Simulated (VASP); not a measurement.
Band structure of Tc$_{2}$C (space group P6_3/mmc). These are PBE GGA, VASP's PBE PAW potentials (set 64) (plane waves; VASP 6.6.1) values and carry that method's errors.

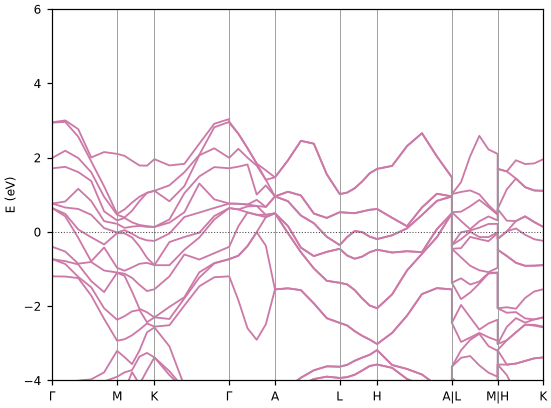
Fig. 1. Bands along high-symmetry lines, zero at the valence-band maximum or, without a gap, the Fermi level

Task: Read the plot: is there a gap, and where are the band edges?

Result: It has no gap at this level: it comes out as a metal or semimetal.

The structure was generated: Tc2C was put into an ordered model structure, which need not be its known phase. The cell was not relaxed at this level. The k-mesh is coarse (spacing up to 0.31 per Å, 2π included), so the numbers may not be converged in it.
